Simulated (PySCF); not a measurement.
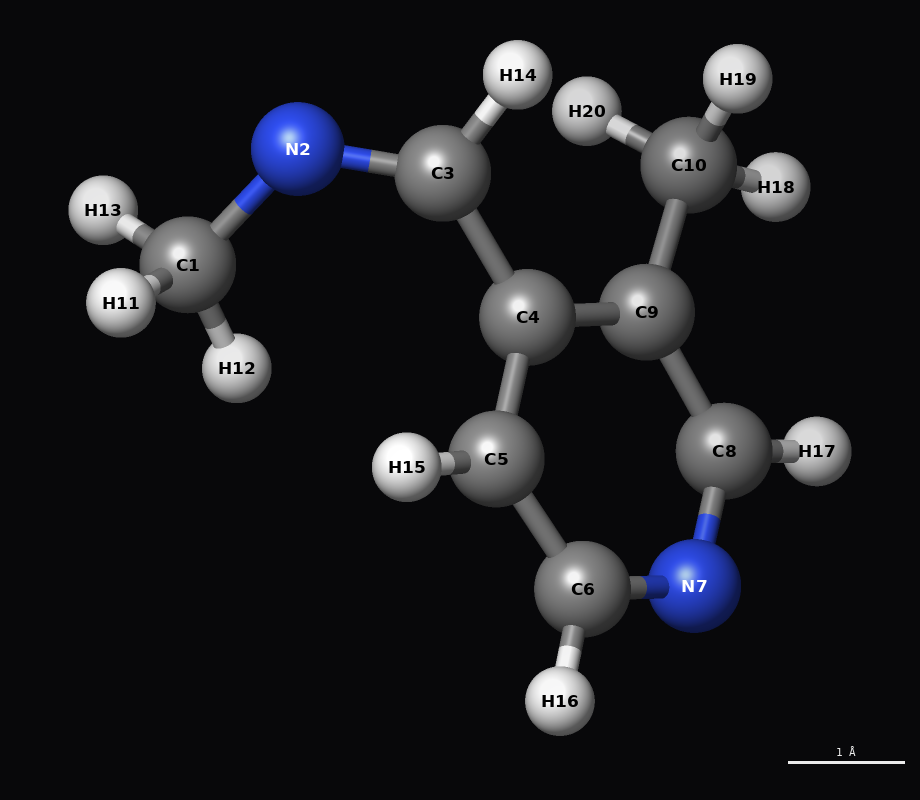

The geometry was computed by an optimisation with PBE0-D3(BJ)/def2-SVP. No frequency run is at hand to confirm it as a minimum.

Give the bond lengths. Leave out bonds to hydrogen.

```csv
bond,length (Å),order
C1–N2,1.436,single
N2–C3,1.268,double
C3–C4,1.488,single
C4–C5,1.398,aromatic
C4–C9,1.407,aromatic
C5–C6,1.393,aromatic
C6–N7,1.329,aromatic
N7–C8,1.328,aromatic
C8–C9,1.400,aromatic
C9–C10,1.499,single
```
